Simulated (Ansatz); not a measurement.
# Cl₂H₂Se₂Zr: single points with varied inputs

How do the results and run time of Cl₂H₂Se₂Zr respond when the settings are drawn wide?

Program: Ansatz 0.2.0, Gaussian basis. Level of theory: the settings change from run to run. These are calculated values, not measurements.

## Step 1: The relaxed structure

An earlier PBE0-D4 in a triple-zeta def2 set relaxation fixed the geometry. Zr takes a core potential in def2 sets; no spin-orbit term is included.

SMILES `[Cl][Zr]([Cl])([SeH])[SeH]`, 7 atoms, charge 0, spin multiplicity 1.

Atoms are counted from 1 here; the program's logs count them from 0.

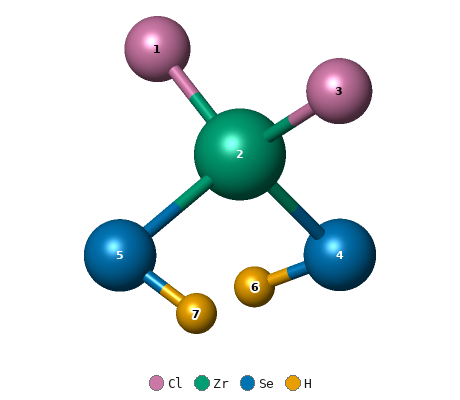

The geometry (chlorine pink, zirconium teal, selenium blue, hydrogen amber); atoms are numbered from 1 in the order of the file.

Coordinates:

```csv
atom,x (Å),y (Å),z (Å)
Cl1,-1.2551,-2.3516,-0.6871
Zr2,0.1750,-0.6658,0.0158
Cl3,2.2362,-1.4073,0.7791
Se4,-0.8001,0.6762,1.9561
Se5,0.3980,0.8892,-1.9965
H6,-1.8851,1.0571,1.0314
H7,1.1312,1.8023,-1.0988
```

## Step 2: B97M-V/ANO-RCC-VTZP

Set apart from the defaults: relativity set to scalar.

The input, in.yaml:

```yaml
crystal:
  periodic: [false, false, false]
  atoms:
    - {symbol: Cl, position_ang: [-1.255070, -2.351559, -0.687091]}
    - {symbol: Zr, position_ang: [0.174976, -0.665794, 0.015832]}
    - {symbol: Cl, position_ang: [2.236190, -1.407260, 0.779099]}
    - {symbol: Se, position_ang: [-0.800148, 0.676165, 1.956105]}
    - {symbol: Se, position_ang: [0.398036, 0.889153, -1.996543]}
    - {symbol: H, position_ang: [-1.885140, 1.057051, 1.031384]}
    - {symbol: H, position_ang: [1.131166, 1.802254, -1.098776]}
basis:
  gaussian: {orbitals: ANO-RCC-VTZP}
hamiltonian: {xc: {name: B97M-V}, pseudopotentials: {relativity: scalar}}
```

Command:

```console
$ ansatz run in.yaml --threads 4 --pin off --events-out ev --progress --plain --max-ram 11315MiB
```

The log of the run:

```text
Functional definition: B97M-V
  name "B97M-V"
  cite "Mardirossian & Head-Gordon, J. Chem. Phys. 142, 074111 (2015) doi:10.1063/1.4907719"
  cite "Becke, J. Chem. Phys. 107, 8554 (1997) doi:10.1063/1.475007"
  cite "Vydrov & Van Voorhis, J. Chem. Phys. 133, 244103 (2010) doi:10.1063/1.3521275"
  # Of w^i u^j: cxij and so on, Table III.
  parameter cx00 = 1.000
  parameter cx01 = 1.308
  parameter cx02 = 1.901
  parameter cx10 = 0.416
  parameter cx11 = 3.070
  parameter css00 = 1.000
  parameter css02 = -1.855
  parameter css10 = -5.668
  parameter css32 = -20.497
  parameter css42 = -20.364
  parameter cos00 = 1.000
  parameter cos01 = 1.573
  parameter cos03 = -6.298
  parameter cos10 = 2.535
  parameter cos32 = -6.427
  parameter b = 6.0
  parameter c = 0.01
  gx(w, u) = cx00 + cx01*u + cx02*u^2 + (cx10 + cx11*u)*w
  gss(w, u) = css00 + css02*u^2 + css10*w + (css32*w^3 + css42*w^4)*u^2
  gos(w, u) = cos00 + cos01*u + cos03*u^3 + cos10*w + cos32*w^3*u^2
  exchange = spin_sum(e_x_unif_s*gx(b97_w, b97_u_x))
  correlation = spin_sum(e_c_pw_mod_same_spin*gss(b97_w, b97_u_same))
      + integral(e_c_pw_mod_opposite_spin*gos(b97_w_opposite, b97_u_opposite)) + vv10(b, c)
2181 factors; their error is unknown
mean field evaluation 1: about -255261.9370 eV, gradient 2.4e1 eV
mean field evaluation 2: about -255261.2268 eV, gradient 3.1e1 eV
mean field evaluation 4: about -255263.5345 eV, gradient 3.8e0 eV
mean field evaluation 8: about -255263.5778 eV, gradient 5.0e-2 eV
mean field evaluation 16: about -255263.5145 eV, gradient 1.8e-4 eV
mean field -255263.51448723 eV, -9380.7611335813 hartree, gradient 1.4e-5 eV, S^2 0.000000; 0 other end points of the search recorded, 0 dependent functions left out
reference -255263.51458597 eV, -9380.7611372099 hartree; 72, 72 occupied and 178, 178 virtual orbitals, 2181 factors
Total energy: -255263.51458597 eV, -9380.7611372099 hartree
Relativity: scalar
```

Wall time 46 s (4 threads of Arm Neoverse V2, shared host); peak memory 0.94 GiB.

## Step 3: r2SCAN50/def2-SVP

Options: charge +1, multiplicity 2, atoms shaken by 0.03 Å, a point charge of -1.00 e beside it, D3(BJ) dispersion.

The input, in.yaml:

```yaml
crystal:
  periodic: [false, false, false]
  atoms:
    - {symbol: Cl, position_ang: [-1.301588, -2.386282, -0.675879]}
    - {symbol: Zr, position_ang: [0.180777, -0.620683, -0.022325]}
    - {symbol: Cl, position_ang: [2.199769, -1.417437, 0.786213]}
    - {symbol: Se, position_ang: [-0.781604, 0.664928, 1.978021]}
    - {symbol: Se, position_ang: [0.411236, 0.891590, -1.992946]}
    - {symbol: H, position_ang: [-1.898065, 1.063239, 1.082060]}
    - {symbol: H, position_ang: [1.105121, 1.771335, -1.105248]}
basis:
  gaussian: {orbitals: def2-SVP, point_charges: [{charge: -1.00, position_ang: [6.216, 0.317, 0.238]}]}
total_charge: 1
magnetization: {spin_polarized: true, initial_magnetization: 1}
hamiltonian: {xc: {name: r2SCAN50}, dispersion: d3bj}
```

The command is unchanged.

The log of the run, cut to the lines that bear on the results:

```text
Warning: the engine holds no damping parameters fitted to this dispersion correction and functional, so the run takes those fitted to r2scan50 beside the three-body term, which d3bj leaves out (hamiltonian.dispersion, under Limitations)
Functional definition: r2SCAN50
  name "r2SCAN50"
  cite "Bursch, Neugebauer, Ehlert & Grimme, J. Chem. Phys. 156, 134105 (2022) doi:10.1063/5.0086040"
  cite "Furness, Kaplan, Ning, Perdew & Sun, J. Phys. Chem. Lett. 11, 8208 (2020) doi:10.1021/acs.jpclett.0c02405"
  cite "Furness, Kaplan, Ning, Perdew & Sun, J. Phys. Chem. Lett. 11, 9248 (2020) doi:10.1021/acs.jpclett.0c03077"
  parent r2scan
[...]
1364 factors; integrals over basis functions are off by at most 1.2e-3 eV
[...]
mean field -157028.89871118 eV, -5770.7055896253 hartree, gradient 1.0e-5 eV, S^2 0.808263; 4 other end points of the search recorded, 0 dependent functions left out
reference -157028.89873279 eV, -5770.7055904196 hartree; 58, 57 occupied and 83, 84 virtual orbitals, 1364 factors
Total energy: -157029.03683897 eV, -5770.7106657282 hartree
```

Run time: 29 s. Hardware: 4 threads of Arm Neoverse V2, shared host; peak memory 0.83 GiB.

⟨S²⟩ 0.808.

## Step 4: B3LYP/x2c-TZVPPall

This run has atoms shaken by 0.08 Å, D4 dispersion.

The input, in.yaml:

```yaml
crystal:
  periodic: [false, false, false]
  atoms:
    - {symbol: Cl, position_ang: [-1.242932, -2.396173, -0.801542]}
    - {symbol: Zr, position_ang: [-0.012406, -0.519036, 0.032002]}
    - {symbol: Cl, position_ang: [2.151453, -1.516846, 0.788734]}
    - {symbol: Se, position_ang: [-0.845998, 0.606367, 2.059887]}
    - {symbol: Se, position_ang: [0.394087, 0.873407, -1.934776]}
    - {symbol: H, position_ang: [-1.867120, 1.095001, 1.050310]}
    - {symbol: H, position_ang: [1.141980, 1.840093, -1.186818]}
basis:
  gaussian: {orbitals: x2c-TZVPPall}
hamiltonian: {xc: {name: B3LYP}, dispersion: d4}
output: {forces: true}
```

Launched as before.

The log of the run, cut to the lines that bear on the results:

```text
Functional definition: B3LYP
  name "B3LYP"
  cite "Stephens, Devlin, Chabalowski & Frisch, J. Phys. Chem. 98, 11623 (1994) doi:10.1021/j100096a001"
  cite "Becke, Phys. Rev. A 38, 3098 (1988) doi:10.1103/PhysRevA.38.3098"
  cite "Lee, Yang & Parr, Phys. Rev. B 37, 785 (1988) doi:10.1103/PhysRevB.37.785"
  cite "Vosko, Wilk & Nusair, Can. J. Phys. 58, 1200 (1980) doi:10.1139/p80-159"
[...]
2157 factors; their error is unknown
[...]
mean field -255326.71043269 eV, -9383.0835417409 hartree, gradient 6.7e-5 eV, S^2 0.000000; 0 other end points of the search recorded, 0 dependent functions left out
[...]
reference -255326.71075665 eV, -9383.0835536465 hartree; 72, 72 occupied and 215, 215 virtual orbitals, 2157 factors
Total energy: -255327.20054604 eV, -9383.1015530746 hartree
Relativity: scalar
Atom 0 at    -1.242932    -2.396173    -0.801542 Å, force     0.157735     0.728064     0.265048 eV/Å
Atom 1 at    -0.012406    -0.519036     0.032002 Å, force     1.701907    -3.285283     0.530583 eV/Å
Atom 2 at     2.151453    -1.516846     0.788734 Å, force    -1.452850     0.817880    -0.471616 eV/Å
Atom 3 at    -0.845998     0.606367     2.059887 Å, force    -0.916743     0.846044     0.507838 eV/Å
Atom 4 at     0.394087     0.873407    -1.934776 Å, force    -0.296434     0.408451    -1.799418 eV/Å
Atom 5 at    -1.867120     1.095001     1.050310 Å, force     0.376757    -0.145027     0.419532 eV/Å
Atom 6 at     1.141980     1.840093    -1.186818 Å, force     0.429627     0.629871     0.548033 eV/Å
Dipole moment:    -0.243637     0.530423    -0.026809 e Å
```

Wall time 15 s (4 threads of Arm Neoverse V2, shared host); peak memory 1.6 GiB.

Largest force 3.738 eV/Å, dipole 2.81 D.

## Step 5: LC-wPBE/def2-SVPD

Options: unrestricted orbitals, atoms shaken by 0.15 Å, the search for lower states set to full.

The input, in.yaml:

```yaml
crystal:
  periodic: [false, false, false]
  atoms:
    - {symbol: Cl, position_ang: [-1.272708, -2.403574, -0.505049]}
    - {symbol: Zr, position_ang: [-0.167756, -0.625142, 0.076420]}
    - {symbol: Cl, position_ang: [2.306956, -1.197127, 0.770643]}
    - {symbol: Se, position_ang: [-1.090754, 0.630668, 2.027484]}
    - {symbol: Se, position_ang: [0.453296, 0.688302, -1.855458]}
    - {symbol: H, position_ang: [-1.508054, 1.056458, 1.188658]}
    - {symbol: H, position_ang: [1.026638, 1.665589, -1.096605]}
basis:
  gaussian: {orbitals: def2-SVPD}
magnetization: {spin_polarized: true, initial_magnetization: 0}
hamiltonian: {xc: {name: LC-wPBE}}
scf: {lower_state_search: full}
```

Launched as before.

The log of the run, cut to the lines that bear on the results:

```text
Functional definition: LC-wPBE
  name "LC-wPBE"
  cite "Vydrov & Scuseria, J. Chem. Phys. 125, 234109 (2006) doi:10.1063/1.2409292"
  cite "Heyd & Scuseria, J. Chem. Phys. 120, 7274 (2004) doi:10.1063/1.1668634"
  cite "Ernzerhof & Perdew, J. Chem. Phys. 109, 3313 (1998) doi:10.1063/1.476928"
  cite "Perdew, Burke & Ernzerhof, Phys. Rev. Lett. 77, 3865 (1996) doi:10.1103/PhysRevLett.77.3865"
  parent pbe
[...]
1860 factors; their error is unknown
655 factors; integrals over basis functions are off by at most 3.4e-5 eV
[...]
mean field -157010.24723718 eV, -5770.0201605983 hartree, gradient 3.0e-5 eV, S^2 0.000000; 5 other end points of the search recorded, 0 dependent functions left out
reference -157010.24723719 eV, -5770.0201605987 hartree; 58, 58 occupied and 128, 128 virtual orbitals, 1860 factors
Total energy: -157010.24723719 eV, -5770.0201605987 hartree
```

It took 32 s on 4 threads of Arm Neoverse V2, shared host; peak memory 0.96 GiB.

⟨S²⟩ 0.000.

## Step 6: LC-wPBE/def2-TZVPD

Set apart from the defaults: coordinates scaled by 1.05.

The input, in.yaml:

```yaml
crystal:
  periodic: [false, false, false]
  atoms:
    - {symbol: Cl, position_ang: [-1.317823, -2.469136, -0.721446]}
    - {symbol: Zr, position_ang: [0.183725, -0.699084, 0.016623]}
    - {symbol: Cl, position_ang: [2.347999, -1.477623, 0.818054]}
    - {symbol: Se, position_ang: [-0.840155, 0.709974, 2.053910]}
    - {symbol: Se, position_ang: [0.417938, 0.933610, -2.096370]}
    - {symbol: H, position_ang: [-1.979397, 1.109904, 1.082953]}
    - {symbol: H, position_ang: [1.187724, 1.892366, -1.153715]}
basis:
  gaussian: {orbitals: def2-TZVPD}
hamiltonian: {xc: {name: LC-wPBE}}
```

The command is unchanged.

The log of the run, cut to the lines that bear on the results:

```text
Functional definition: LC-wPBE
  name "LC-wPBE"
  cite "Vydrov & Scuseria, J. Chem. Phys. 125, 234109 (2006) doi:10.1063/1.2409292"
  cite "Heyd & Scuseria, J. Chem. Phys. 120, 7274 (2004) doi:10.1063/1.1668634"
  cite "Ernzerhof & Perdew, J. Chem. Phys. 109, 3313 (1998) doi:10.1063/1.476928"
  cite "Perdew, Burke & Ernzerhof, Phys. Rev. Lett. 77, 3865 (1996) doi:10.1103/PhysRevLett.77.3865"
  parent pbe
[...]
1829 factors; their error is unknown
616 factors; integrals over basis functions are off by at most 3.7e-5 eV
[...]
mean field -157040.30431572 eV, -5771.1247378614 hartree, gradient 6.2e-5 eV, S^2 0.000000; 0 other end points of the search recorded, 0 dependent functions left out
reference -157040.30431573 eV, -5771.1247378618 hartree; 58, 58 occupied and 206, 206 virtual orbitals, 1829 factors
Total energy: -157040.30431573 eV, -5771.1247378618 hartree
```

It took 7 s on 4 threads of Arm Neoverse V2, shared host; peak memory 0.86 GiB.

## Step 7: r2SCAN0/def2-mTZVPP

This run has unrestricted orbitals, a point charge of -1.00 e beside it.

The input, in.yaml:

```yaml
crystal:
  periodic: [false, false, false]
  atoms:
    - {symbol: Cl, position_ang: [-1.255070, -2.351559, -0.687091]}
    - {symbol: Zr, position_ang: [0.174976, -0.665794, 0.015832]}
    - {symbol: Cl, position_ang: [2.236190, -1.407260, 0.779099]}
    - {symbol: Se, position_ang: [-0.800148, 0.676165, 1.956105]}
    - {symbol: Se, position_ang: [0.398036, 0.889153, -1.996543]}
    - {symbol: H, position_ang: [-1.885140, 1.057051, 1.031384]}
    - {symbol: H, position_ang: [1.131166, 1.802254, -1.098776]}
basis:
  gaussian: {orbitals: def2-mTZVPP, point_charges: [{charge: -1.00, position_ang: [5.618, 0.756, -0.384]}]}
magnetization: {spin_polarized: true, initial_magnetization: 0}
hamiltonian: {xc: {name: r2SCAN0}}
```

Launched as before.

The log of the run, cut to the lines that bear on the results:

```text
Functional definition: r2SCAN0
  name "r2SCAN0"
  cite "Bursch, Neugebauer, Ehlert & Grimme, J. Chem. Phys. 156, 134105 (2022) doi:10.1063/5.0086040"
  cite "Furness, Kaplan, Ning, Perdew & Sun, J. Phys. Chem. Lett. 11, 8208 (2020) doi:10.1021/acs.jpclett.0c02405"
  cite "Furness, Kaplan, Ning, Perdew & Sun, J. Phys. Chem. Lett. 11, 9248 (2020) doi:10.1021/acs.jpclett.0c03077"
  parent r2scan
[...]
1625 factors; integrals over basis functions are off by at most 5.3e-4 eV
[...]
mean field -157062.00914607 eV, -5771.9223756647 hartree, gradient 5.3e-5 eV, S^2 0.000000; 0 other end points of the search recorded, 0 dependent functions left out
reference -157062.00916317 eV, -5771.9223762929 hartree; 58, 58 occupied and 111, 111 virtual orbitals, 1625 factors
Total energy: -157062.00916317 eV, -5771.9223762929 hartree
```

Run time: 14 s. Hardware: 4 threads of Arm Neoverse V2, shared host; peak memory 0.98 GiB.

⟨S²⟩ 0.000.

## Step 8: B2PLYP/def2-mTZVP

This run has atoms shaken by 0.03 Å, the search for lower states set to off.

The input, in.yaml:

```yaml
crystal:
  periodic: [false, false, false]
  atoms:
    - {symbol: Cl, position_ang: [-1.287586, -2.366503, -0.695614]}
    - {symbol: Zr, position_ang: [0.204402, -0.681553, 0.045098]}
    - {symbol: Cl, position_ang: [2.254383, -1.442389, 0.748131]}
    - {symbol: Se, position_ang: [-0.759858, 0.645165, 1.969496]}
    - {symbol: Se, position_ang: [0.428854, 0.888110, -1.959769]}
    - {symbol: H, position_ang: [-1.873954, 1.078265, 1.053146]}
    - {symbol: H, position_ang: [1.134208, 1.820567, -1.096371]}
basis:
  gaussian: {orbitals: def2-mTZVP}
hamiltonian: {xc: {name: B2PLYP}}
scf: {lower_state_search: off}
output: {forces: true}
```

Same command.

The log of the run, cut to the lines that bear on the results:

```text
Functional definition: B2PLYP
  name "B2PLYP"
  cite "Grimme, J. Chem. Phys. 124, 034108 (2006) doi:10.1063/1.2148954"
  cite "Becke, Phys. Rev. A 38, 3098 (1988) doi:10.1103/PhysRevA.38.3098"
  cite "Lee, Yang & Parr, Phys. Rev. B 37, 785 (1988) doi:10.1103/PhysRevB.37.785"
[...]
1485 factors; integrals over basis functions are off by at most 3.9e-4 eV
[...]
mean field -157023.23806100 eV, -5770.4975645681 hartree, gradient 9.4e-6 eV, S^2 0.000000; 0 other end points of the search recorded, 0 dependent functions left out
28 core orbitals not correlated: weight in the atoms' cores, before any rotation towards them, 1.000 or more for the frozen orbitals, at most 0.000 for the correlated occupied ones
reference -157023.23825702 eV, -5770.4975717717 hartree; 30, 30 occupied and 97, 97 virtual orbitals, 1485 factors
second order -32.81147446 eV of doubles, -0.00000000 eV of singles
[...]
Total energy: -157032.09735512 eV, -5770.8231376221 hartree
Atom 0 at    -1.287586    -2.366503    -0.695614 Å, force     0.127796     0.116542     0.059142 eV/Å
Atom 1 at     0.204402    -0.681553     0.045098 Å, force    -0.805020    -0.298507    -0.656089 eV/Å
Atom 2 at     2.254383    -1.442389     0.748131 Å, force     0.814866    -0.297540     0.325560 eV/Å
Atom 3 at    -0.759858     0.645165     1.969496 Å, force    -0.512566     0.439340     0.210518 eV/Å
Atom 4 at     0.428854     0.888110    -1.959769 Å, force    -0.276094    -0.237912    -0.549233 eV/Å
Atom 5 at    -1.873954     1.078265     1.053146 Å, force     0.333045    -0.144706     0.266615 eV/Å
Atom 6 at     1.134208     1.820567    -1.096371 Å, force     0.317972     0.422784     0.343487 eV/Å
Dipole moment:    -0.000579     0.252975     0.066599 e Å
Checks for a lower state left out: starts, cluster_reference, orbital_swaps, neighbouring_geometries, increment
```

Run time: 14 s. Hardware: 4 threads of Arm Neoverse V2, shared host; peak memory 0.61 GiB.

Largest force 1.081 eV/Å, dipole 1.26 D.

## Step 9: PBE0-DH/def2-SVP

Set apart from the defaults: unrestricted orbitals, high accuracy, the search for lower states set to full.

The input, in.yaml:

```yaml
crystal:
  periodic: [false, false, false]
  atoms:
    - {symbol: Cl, position_ang: [-1.255070, -2.351559, -0.687091]}
    - {symbol: Zr, position_ang: [0.174976, -0.665794, 0.015832]}
    - {symbol: Cl, position_ang: [2.236190, -1.407260, 0.779099]}
    - {symbol: Se, position_ang: [-0.800148, 0.676165, 1.956105]}
    - {symbol: Se, position_ang: [0.398036, 0.889153, -1.996543]}
    - {symbol: H, position_ang: [-1.885140, 1.057051, 1.031384]}
    - {symbol: H, position_ang: [1.131166, 1.802254, -1.098776]}
basis:
  gaussian: {orbitals: def2-SVP}
magnetization: {spin_polarized: true, initial_magnetization: 0}
hamiltonian: {xc: {name: PBE0-DH}}
accuracy: high
scf: {lower_state_search: full}
```

The command is unchanged.

The log of the run, cut to the lines that bear on the results:

```text
Functional definition: PBE0-DH
  name "PBE0-DH"
  cite "Brémond & Adamo, J. Chem. Phys. 135, 024106 (2011) doi:10.1063/1.3604569"
  cite "Perdew, Burke & Ernzerhof, Phys. Rev. Lett. 77, 3865 (1996) doi:10.1103/PhysRevLett.77.3865"
[...]
2826 factors; integrals over basis functions are off by at most 9.9e-9 eV
[...]
mean field -157005.00704257 eV, -5769.8275869982 hartree, gradient 7.2e-8 eV, S^2 0.000000; 5 other end points of the search recorded, 0 dependent functions left out
28 core orbitals not correlated: weight in the atoms' cores, before any rotation towards them, 1.000 or more for the frozen orbitals, at most 0.000 for the correlated occupied ones
reference -157005.00704587 eV, -5769.8275871195 hartree; 30, 30 occupied and 83, 83 virtual orbitals, 2826 factors
second order -33.56023518 eV of doubles, -0.00000000 eV of singles
Total energy: -157009.20207526 eV, -5769.9817516064 hartree
```

Run time: 63 s. Hardware: 4 threads of Arm Neoverse V2, shared host; peak memory 1.4 GiB.

⟨S²⟩ 0.000.

## Step 10: r2SCAN/STO-3G

Set apart from the defaults: a grid of angular degree 47, high accuracy.

Edit in.yaml of step 9 so:

```diff
@@ -11,6 +11,5 @@
 basis:
-  gaussian: {orbitals: def2-SVP}
-magnetization: {spin_polarized: true, initial_magnetization: 0}
-hamiltonian: {xc: {name: PBE0-DH}}
+  gaussian: {orbitals: STO-3G, final_grid: {core_spheres: 20, valence_spheres: 16, degree: 47}}
+hamiltonian: {xc: {name: r2SCAN}}
 accuracy: high
-scf: {lower_state_search: full}
+output: {forces: true}
```

The command is unchanged.

The log of the run, cut to the lines that bear on the results:

```text
Functional definition: r2SCAN
  name "r2SCAN"
  cite "Furness, Kaplan, Ning, Perdew & Sun, J. Phys. Chem. Lett. 11, 8208 (2020) doi:10.1021/acs.jpclett.0c02405"
  cite "Furness, Kaplan, Ning, Perdew & Sun, J. Phys. Chem. Lett. 11, 9248 (2020) doi:10.1021/acs.jpclett.0c03077"
  parent r2scan
[...]
1502 factors; integrals over basis functions are off by at most 5.8e-8 eV
[...]
mean field -249441.98104147 eV, -9166.8237254266 hartree, gradient 3.8e-8 eV, S^2 0.000000; 0 other end points of the search recorded, 0 dependent functions left out
[...]
reference -249441.98104194 eV, -9166.8237254439 hartree; 72, 72 occupied and 11, 11 virtual orbitals, 1502 factors
Total energy: -249441.98104194 eV, -9166.8237254439 hartree
Atom 0 at    -1.255070    -2.351559    -0.687091 Å, force     0.083831     0.122774     0.094618 eV/Å
Atom 1 at     0.174976    -0.665794     0.015832 Å, force    -0.263703     1.018176    -0.025874 eV/Å
Atom 2 at     2.236190    -1.407260     0.779099 Å, force    -0.131691     0.061816    -0.099339 eV/Å
Atom 3 at    -0.800148     0.676165     1.956105 Å, force     0.268986    -0.546310    -1.092755 eV/Å
Atom 4 at     0.398036     0.889153    -1.996543 Å, force     0.014075    -0.555917     1.121749 eV/Å
Atom 5 at    -1.885140     1.057051     1.031384 Å, force     0.089011    -0.026114     0.160884 eV/Å
Atom 6 at     1.131166     1.802254    -1.098776 Å, force    -0.060509    -0.074426    -0.159284 eV/Å
Dipole moment:    -0.108841     0.408290    -0.008925 e Å
```

Run time: 5.5 s. Hardware: 4 threads of Arm Neoverse V2, shared host.

Largest force 1.252 eV/Å, dipole 2.03 D.

## Step 11: All runs side by side

```
              level  charge  multiplicity               geometry  functions  energy (eV)   time
B97M-V/ANO-RCC-VTZP       0             1                relaxed        250  -255263.515   46 s
  r2SCAN50/def2-SVP       1             2   shaken, point charge        141  -157029.037   29 s
 B3LYP/x2c-TZVPPall       0             1                 shaken        287  -255327.201   15 s
  LC-wPBE/def2-SVPD       0             1                 shaken        186  -157010.247   32 s
 LC-wPBE/def2-TZVPD       0             1                 scaled        264  -157040.304    7 s
r2SCAN0/def2-mTZVPP       0             1  relaxed, point charge        169  -157062.009   14 s
  B2PLYP/def2-mTZVP       0             1                 shaken        155  -157032.097   14 s
   PBE0-DH/def2-SVP       0             1                relaxed        141  -157009.202   63 s
      r2SCAN/STO-3G       0             1                relaxed         83  -249441.981  5.5 s
```

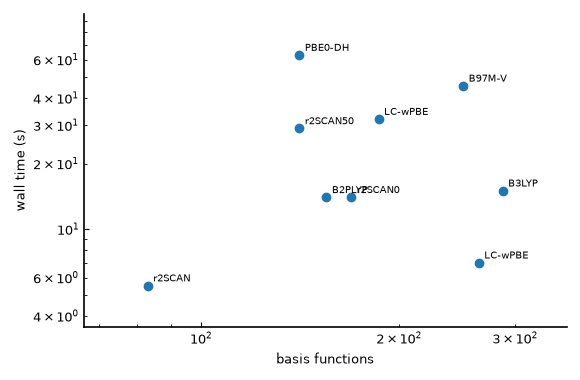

Wall time against the number of basis functions (shared host).

## Step 12: Outcome

| quantity | value |
| --- | --- |
| runs | 9 |
| quickest | r2SCAN/STO-3G, 5.5 s |
| slowest | PBE0-DH/def2-SVP, 63 s |
| spread of total energies, same state and geometry | 98254.3 eV |

PBE0-DH/def2-SVP took 11 times as long as r2SCAN/STO-3G. The jobs differ in tasks and options as well as level. The totals spread over 98254 eV; they can't be compared across methods or bases. Some of these runs are scalar-relativistic and others not, which shifts the totals of all-electron atoms past neon by several eV an atom and more; core potentials, where a basis has them, take the core out of the total altogether. At the PBE0-D4/def2-TZVP geometry and in the same state, the sound runs without point charges leave forces up to 1.25 eV/Å (r2SCAN/STO-3G), against 3.7 eV/Å where the atoms were moved.
